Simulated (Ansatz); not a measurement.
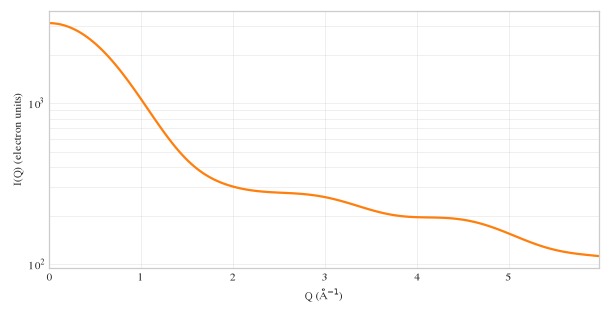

Elastic X-ray scattering of a randomly oriented, rigid molecule, calculated with the Debye equation from neutral-atom form factors (independent atoms, no Compton part, no vibration). The geometry is the end point of an optimisation (Ansatz 0.2.0, RKS LDA/cc-pVDZ); it may be a saddle point or a higher isomer. It contains F, Si, O, C, Cl, H.

> How many electrons does the independent-atom model of the molecule hold?

I(0) is the square of the electron number: I(0) = 3140, so about 56 electrons, the count of CH2ClFOSi.

> What radius of gyration does the initial fall-off give?

From I(Q) ≈ I(0) exp(−Q²R²/3) at small Q, R ≈ 1.87 Å. It is larger than the electron-weighted radius of the nuclear positions alone (1.73 Å), because each atom's electron cloud adds to it.
